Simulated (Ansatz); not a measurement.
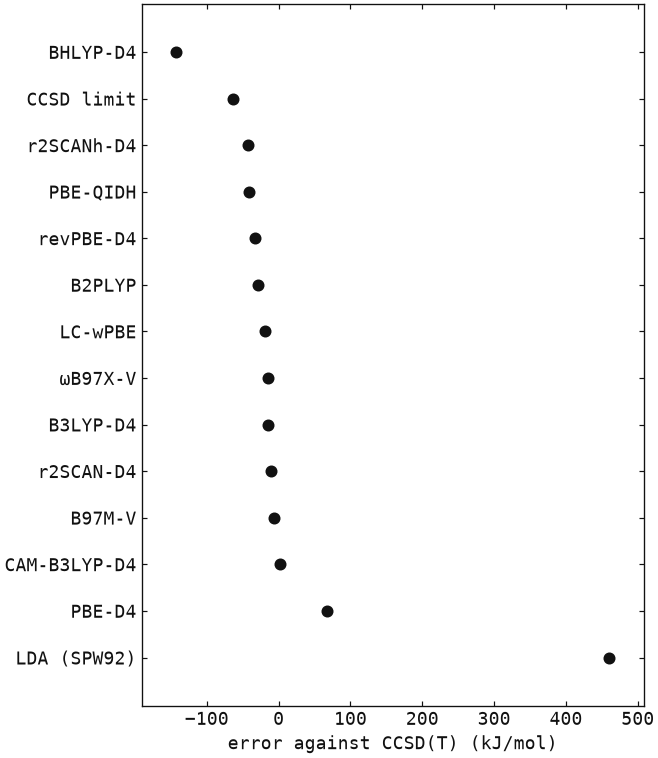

Error in the electronic atomisation energy (method less reference, so positive means overbinding) of C₂H₃AlFN, SMILES C#[C][Al]([NH2])[F], singlet: functionals in def2-TZVPP against frozen-core CCSD(T) at the limit (MP2 extrapolated from triple and quadruple zeta, plus CCSD(T) less MP2 in a smaller set), which gives 3349.0 kJ/mol, at a PBE0-D4/def2-TZVP geometry (a minimum by its frequencies), no zero-point or spin-orbit term, the Ansatz code. The reference leaves out core correlation, a term that grows with the number of heavy atoms. PBE-QIDH and B2PLYP hold a correlation term that converges slowly with the basis, so part of the distance to the limit is basis error. No dispersion term is added to PBE-QIDH, B2PLYP and LC-wPBE. Limit means the basis limit.

Question: What range do the values span?

Answer: From −142.4 kJ/mol (BHLYP-D4) to 459.9 kJ/mol (LDA (SPW92)).

Question: Give the values.

Answer:
```tsv
level	kJ/mol
BHLYP-D4	−142.4
CCSD limit	−63.0
r2SCANh-D4	−42.9
PBE-QIDH	−41.4
revPBE-D4	−32.8
B2PLYP	−28.7
LC-wPBE	−18.5
ωB97X-V	−15.2
B3LYP-D4	−14.6
r2SCAN-D4	−10.6
B97M-V	−7.1
CAM-B3LYP-D4	2.3
PBE-D4	67.2
LDA (SPW92)	459.9
```
